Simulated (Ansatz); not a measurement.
**SnS (SMILES [S][Sn]): a chain of runs**

We compute a single-point energy (singlet SnS, r2SCAN50/def2-SV(P)), then a single-point energy (triplet Sn, U-r2SCAN50/def2-SV(P)), then the energy (triplet Sn, U-r2SCAN50/def2-SV(P)), then the energy (triplet S, U-r2SCAN50/def2-SV(P)), then the energy (triplet S, U-r2SCAN50/def2-SV(P)) of SSn and its partners. 

Program for the calculation: Ansatz 0.2.0.

1 further run of the same task is left out (set aside as unsound or not needed).

## Step 1: The molecule

SnS: 2 atoms, total charge 0, spin state singlet. As SMILES, `[S][Sn]`. The bond length is the measured one.

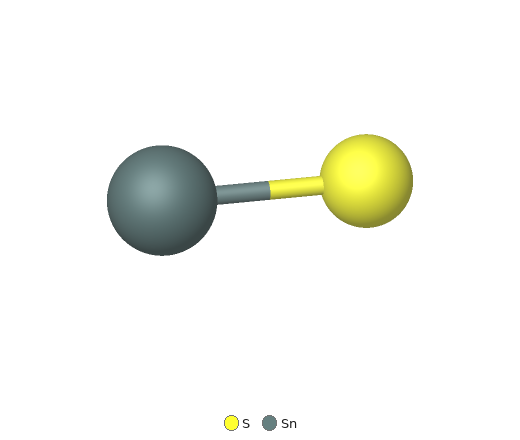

Viewed from a chosen angle; sulfur yellow, tin teal.

## Step 2: The energy at r2SCAN50/def2-SV(P) (core potential) (run 1)

Contents of in.yaml:

```yaml
basis:
  gaussian:
    orbitals: def2-SV_P_.json
crystal:
  periodic: [false, false, false]
  atoms:
    - symbol: S
      position_ang: [0.000000, 0.000000, 0.000000]
    - symbol: Sn
      position_ang: [0.000000, 0.000000, 2.209026]
hamiltonian:
  xc: {name: r2SCAN50}
```

The basis set def2-SV(P) is read from a file made from the Basis Set Exchange's data (not shown).

On the command line:

```sh
$ ansatz run in.yaml --threads 1 --pin off --max-ram 2610MiB --events-out events.jsonl --progress --plain --runs-dir runs
```

The program printed:

```text
Warning: RAYON_NUM_THREADS=1 ignored (pool sized by the plan → 1); use --threads N
Functional definition: r2SCAN50
  name "r2SCAN50"
  parameter a = 0.5
  parameter k0 = 0.174
  parameter k1 = 0.065
  parameter a1 = 4.9479
  exchange = (1 - a)*r2scan_x(k0 = k0, k1 = k1, a1 = a1) + a*exact_x
  correlation = r2scan_c
500 factors; integrals over basis functions are off by at most 3.0e-4 eV
mean field evaluation 1: about -16661.6378 eV, gradient 2.3e1 eV
mean field evaluation 2: about -16652.4126 eV, gradient 5.6e1 eV
mean field evaluation 4: about -16663.8829 eV, gradient 4.8e-1 eV
mean field evaluation 8: about -16663.8884 eV, gradient 7.9e-3 eV
mean field -16663.88836658 eV, -612.3866022827 hartree, gradient 3.1e-5 eV, S^2 0.000000; 0 other end points of the search recorded, 0 dependent functions left out
reference -16663.88837068 eV, -612.3866024332 hartree; 19, 19 occupied and 25, 25 virtual orbitals, 500 factors
Total energy: -16663.88837068 eV, -612.3866024332 hartree
```

Run time: 1.5 s. Hardware: 1 thread of Arm Neoverse V2, shared host; peak memory 0.1 GiB.

## Step 3: The Sn atom: the energy at U-r2SCAN50/def2-SV(P) (core potential) (run 2)

Contents of input.yaml:

```yaml
crystal:
  periodic: [false, false, false]
  atoms:
    - {symbol: Sn, position_ang: [0.000000, 0.000000, 2.209026]}
basis:
  gaussian:
    orbitals: def2-SV_P_.json
magnetization:
  spin_polarized: true
  initial_magnetization: 2
hamiltonian:
  xc: {name: r2SCAN50}
```

The basis set def2-SV(P) is read from a file made from the Basis Set Exchange's data (not shown).

Run the same way, it converges to -214.27705 Eh (log not shown).

## Step 4: Sn among ghost functions: the energy at U-r2SCAN50/def2-SV(P) (core potential, with ghost functions) (run 3)

Contents of input.yaml:

```yaml
crystal:
  periodic: [false, false, false]
  atoms:
    - symbol: Sn
      position_ang: [0.000000, 0.000000, 2.209026]
basis:
  gaussian:
    orbitals: def2-SV_P_.json
    ghost_atoms: [{symbol: S, position_ang: [0.000000, 0.000000, 0.000000]}]
total_charge: 0
magnetization: {spin_polarized: true, initial_magnetization: 2}
hamiltonian: {xc: {name: r2SCAN50}}
```

The basis set def2-SV(P) is read from a file made from the Basis Set Exchange's data (not shown).

Run the same way, it converges to -214.27723 Eh (log not shown).

## Step 5: The S atom: a single-point energy at U-r2SCAN50/def2-SV(P) (run 4)

Contents of job.yaml:

```yaml
basis:
  gaussian: {orbitals: def2-SV_P_.json}
crystal:
  periodic: [false, false, false]
  atoms:
    - symbol: S
      position_ang: [0.000000, 0.000000, 0.000000]
magnetization: {spin_polarized: true, initial_magnetization: 2}
hamiltonian: {xc: {name: r2SCAN50}}
```

The basis set def2-SV(P) is read from a file made from the Basis Set Exchange's data (not shown).

Run the same way, it converges to -397.94976 Eh (log not shown).

## Step 6: S among ghost functions: the energy at U-r2SCAN50/def2-SV(P) (with ghost functions) (run 5)

Contents of in.yaml:

```yaml
crystal:
  periodic: [false, false, false]
  atoms:
    - {symbol: S, position_ang: [0.000000, 0.000000, 0.000000]}
basis:
  gaussian:
    orbitals: def2-SV_P_.json
    ghost_atoms: [{symbol: Sn, position_ang: [0.000000, 0.000000, 2.209026]}]
hamiltonian: {xc: {name: r2SCAN50}}
magnetization: {spin_polarized: true, initial_magnetization: 2}
```

The basis set def2-SV(P) is read from a file made from the Basis Set Exchange's data (not shown).

Run the same way, it converges to -397.95260 Eh (log not shown).

## Step 7: Outcome

| quantity | value |
| --- | --- |
| run 1, r2SCAN50/def2-SV(P): total energy | -612.38660 Eh |
| Sn atom: total energy | -214.27705 Eh |
| Sn atom: ⟨S²⟩ | 2.006 |
| Sn among ghost functions: total energy | -214.27723 Eh |
| Sn among ghost functions: ⟨S²⟩ | 2.006 |
| S atom: total energy | -397.94976 Eh |
| S atom: ⟨S²⟩ | 2.004 |
| S among ghost functions: total energy | -397.95260 Eh |
| S among ghost functions: ⟨S²⟩ | 2.006 |
| electronic atomisation energy | 4.348 eV |
| interaction energy of the rigid parts Sn and S (parts in their own basis; closest atoms 2.21 Å apart) | -4.348 eV |
| interaction energy of the rigid parts Sn and S (parts in the whole basis, counterpoise; closest atoms 2.21 Å apart) | -4.266 eV |

In words: Taking the molecule apart into free atoms costs 4.35 eV (420 kJ/mol), before zero-point energy and without spin-orbit coupling. The interaction energy of the rigid parts Sn and S (parts in their own basis; closest atoms 2.21 Å apart) is −4.35 eV (−420 kJ/mol): the parts attract. Without counterpoise this holds the superposition error of the basis. The interaction energy of the rigid parts Sn and S (parts in the whole basis, counterpoise; closest atoms 2.21 Å apart) is −4.27 eV (−98 kcal/mol): the parts attract. The basis-set superposition error is 7.9 kJ/mol.
